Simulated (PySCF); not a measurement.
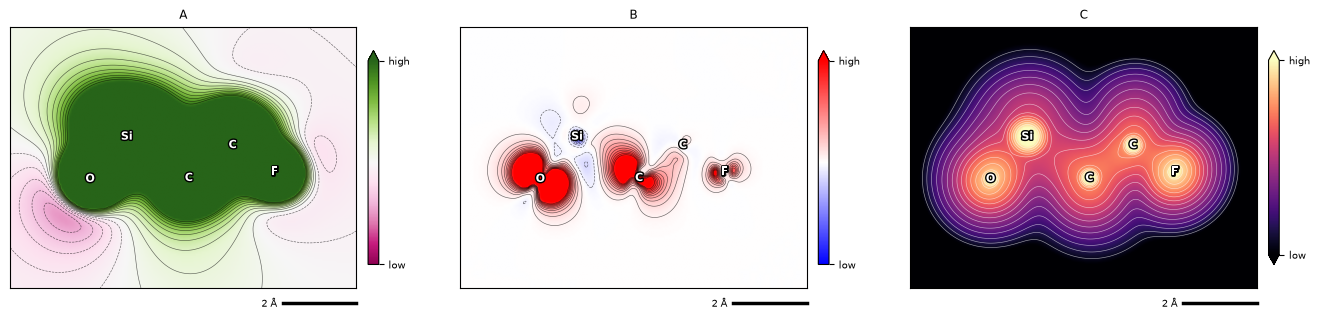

C2H4F3OSi (SMILES [O][SiH2]CC(F)(F)F) (doublet): 3 fields on the plane of atoms O1, Si2 and C3, with unlabelled colour scales.

Geometry: GFN2-xTB.

Theory: PySCF 2.14.0, density-fitted response routines, UKS B3LYP, pcH-1 on C F H O Si, non-relativistic, mean-field spin-orbit, GIAO.

> Match the panels to the quantities (electron density, electrostatic potential and spin density).

Panel A: electrostatic potential (strongly positive close to the atoms, with negative regions outside electron-rich atoms). Panel B: spin density (confined to the atoms that carry the unpaired spin). Panel C: electron density. From the grid: C–F (1.35 Å): ρ is about 2.3 e/Å³ halfway, with its minimum of 1.9 e/Å³ about 0.5 Å from C. C–C (1.49 Å): ρ at the midpoint is about 1.9 e/Å³.
